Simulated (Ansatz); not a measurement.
**BrH4OSi (charge +1): density, localisation and related maps**

```xyz
7

O    -1.4947   -0.4140   -0.4500
Si   -0.2976   -1.2858    0.8222
Br    1.5025    0.2063    0.6112
H    -1.6472   -0.7607   -1.3408
H    -2.2458    0.1279   -0.1685
H     1.7114    1.6610    1.0244
H     2.4961    0.4978   -0.5106
```

Geometry: PBE0-D4/def2-TZVP.

Theory: Ansatz 0.2.0, RKS PBE0-D4/def2-TZVPP.

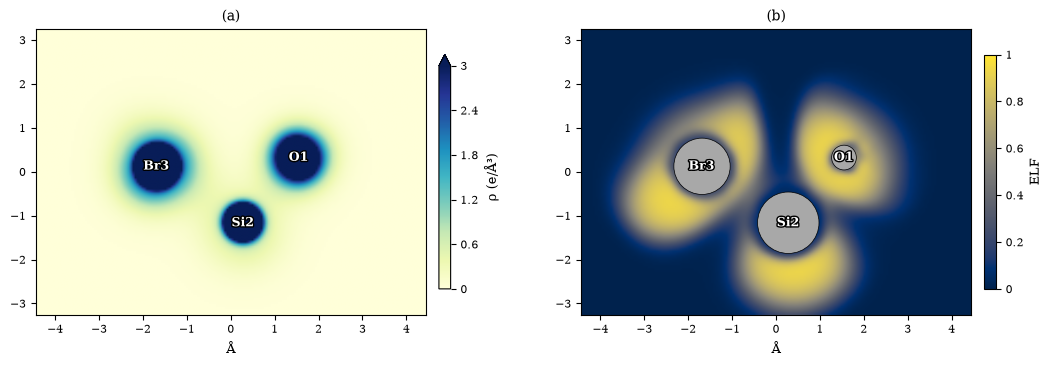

Figure 1. (a) electron density; (b) electron localisation function on the plane of atoms O1, Si2 and Br3. Grey discs cover the atomic cores in the ELF map.

Q: What do the fields say about this system?

A: The section cuts through O, Si and Br sites.
Si–O (1.95 Å): ρ is about 0.57 e/Å³ halfway, with its minimum of 0.46 e/Å³ about 0.8 Å from Si; the ELF peaks at about 0.90 in the valence shell of O, 0.6 Å from its nucleus, and is about 0.55 at the midpoint.
Si–Br (2.35 Å): ρ at the midpoint is about 0.49 e/Å³, with its minimum of 0.39 e/Å³ about 0.9 Å from Si; the ELF peaks at about 0.70 in the valence shell of Br, 0.9 Å from its nucleus, and is about 0.50 at the midpoint.
The ELF also peaks beside Si2 and Br3, away from the bonds: lone-pair regions.

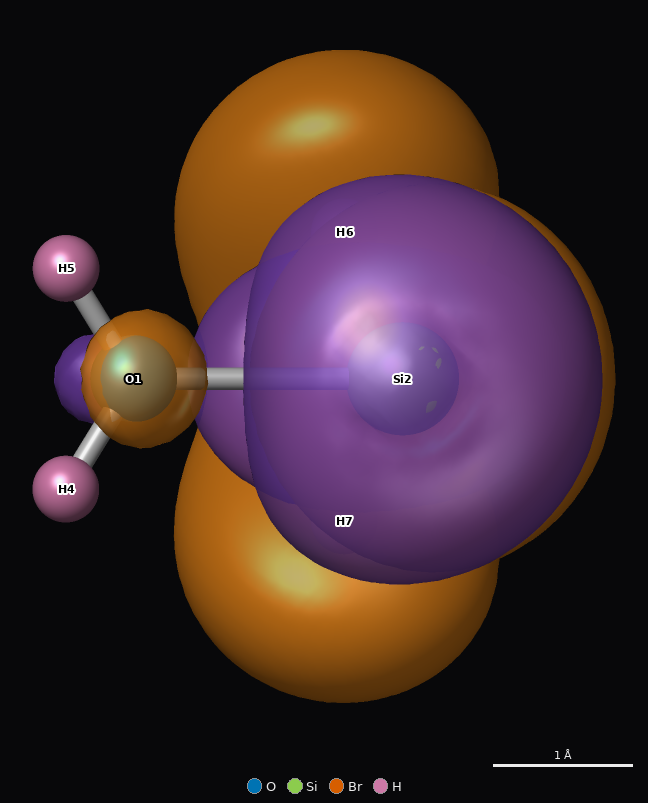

Figure 2. The LUMO at ±0.08 Å⁻³ᐟ² (orange and purple are the two phases), seen at an oblique angle.

Q: What is the character of this orbital?

A: By Hirshfeld shares it lies mainly on Si2 (about 40 %), Br3 (about 25 %), H7 (about 15 %) and H6 (about 15 %). Its energy is −6.96 eV.
